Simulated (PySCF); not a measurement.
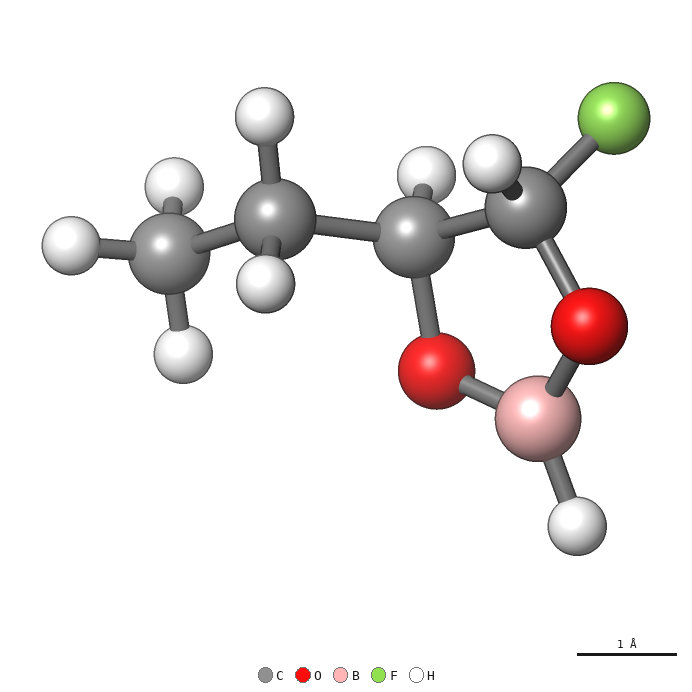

Ball-and-stick drawing of a structure. Every bond is drawn as one stick, whatever its order.

The computed structure is the end point of a GFN2-xTB optimisation. No frequency run is at hand to confirm it as a minimum.

Describe the molecule.

Formula C₄H₈BFO₂. SMILES: `CC[C@@H]1OBO[C@H]1F`. Independent rings (smallest set): 1 of 5 members. Among its groups: C–F bond, B–H bond. The point group is C1. Coordination: 4 C tetrahedral; 2 O bent; 1 B trigonal planar.

More results for the same structure follow; atom numbers are the same in all pictures, views and colours differ.

## Ring current

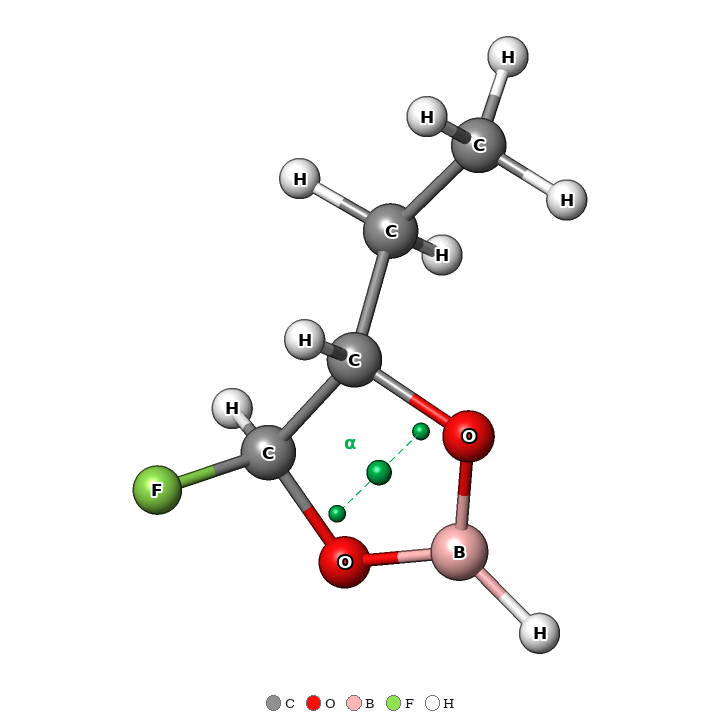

The small points mark where nucleus-independent chemical shifts (NICS) were computed: at the centre of each lettered ring and 1 Å above and below it. No frequency run is at hand to confirm it as a minimum. Level of theory: GIAO PBE0/pcSseg-1 NMR shielding, non-relativistic, gas phase (PySCF 2.14.0).

Give NICS(0), NICS(1) and the out-of-plane component NICS(1)zz for each ring (means of the two sides).

```
ring  members  NICS(0)  NICS(1)  NICS(1)zz
   α    C2BO2     −5.6     −3.2       −5.0
```

Values in ppm.

What do the values say about the ring currents?

Answer. Ring α: weak, as in a non-aromatic ring. NICS is one index among several.

## Electronic properties

No frequency run is at hand to confirm it as a minimum. Properties computed with PBE0/def2-SVPD, gas phase (PySCF 2.14.0). Excitations: vertical, linear response.

Estimate the mean static polarisability.

Answer. 65.7 bohr³.

Estimate the dipole moment.

Answer. 2.47 D.

Give the HOMO–LUMO gap at this level.

Answer. 9.32 eV.

What is the HOMO energy (Kohn–Sham orbital)?

Answer. −8.96 eV.

## NMR shielding

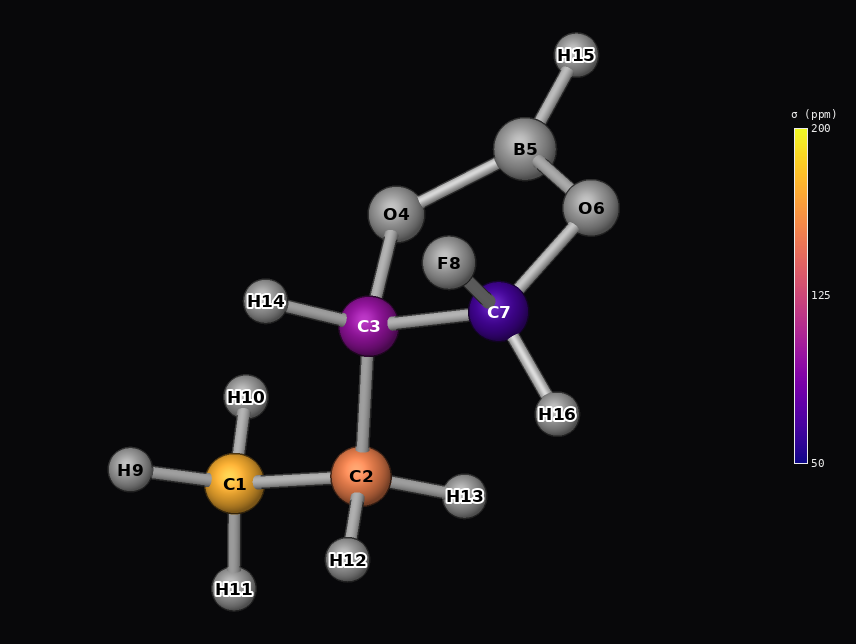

Atoms are coloured by their isotropic NMR shieldings (C only, the others grey). No frequency run is at hand to confirm it as a minimum. Method: GIAO PBE0/pcSseg-1 NMR shielding, non-relativistic, gas phase (PySCF 2.14.0).

Which C atom is the most shielded (lowest chemical shift)?

Answer. C1 (174.1 ppm).

Which C atom is the least shielded (highest chemical shift)?

Answer. C7 (66.9 ppm).

How wide is the range of C shifts?

Answer. 107.2 ppm.

Give the isotropic NMR shieldings of the C atoms atom by atom.

| atom | σ (ppm) |
| --- | --- |
| C1 | 174.1 |
| C2 | 153.8 |
| C3 | 97.5 |
| C7 | 66.9 |

## Quadrupole coupling

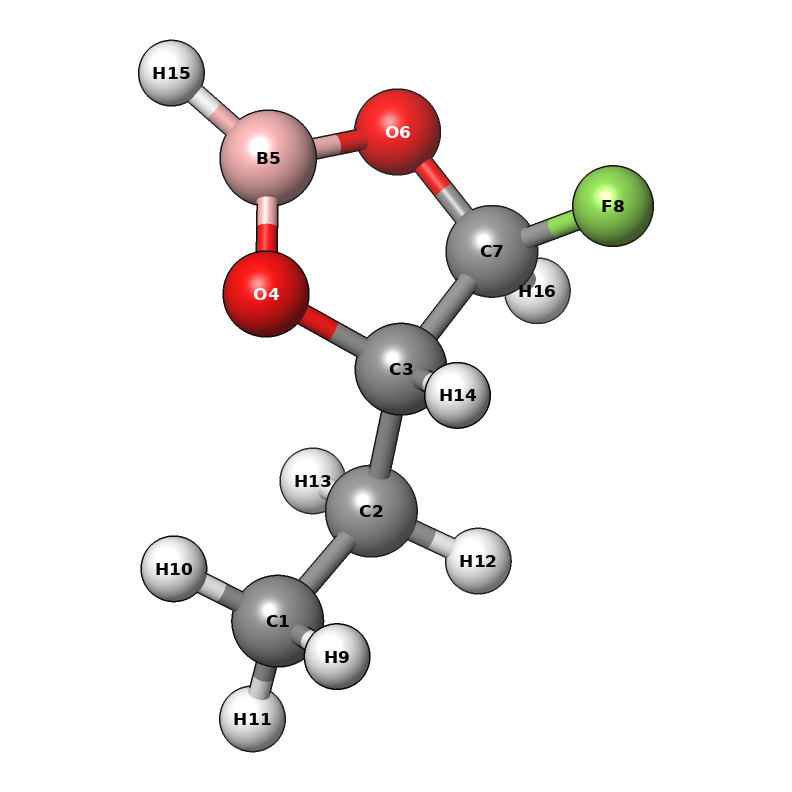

No frequency run is at hand to confirm it as a minimum. Electric field gradients from the ground-state density, PBE0/pcSseg-1 (PySCF 2.14.0), non-relativistic apart from any core potentials.

Give the largest field-gradient component, the quadrupole coupling constant and the asymmetry for 17O at O4 (Q = −25.6 mb), 11B at B5 (Q = 40.59 mb), 17O at O6 (Q = −25.6 mb).

| atom | V_zz (a.u.) | e²qQ/h (MHz) | η |
| --- | --- | --- | --- |
| O4 | 1.479 | −8.90 | 0.07 |
| B5 | 0.365 | 3.48 | 0.58 |
| O6 | 1.454 | −8.75 | 0.07 |

The geometry is semi-empirical. Around B such bond lengths and angles can be off by a tenth of an ångström or more and by several degrees, and values that hang on the shape move with them.
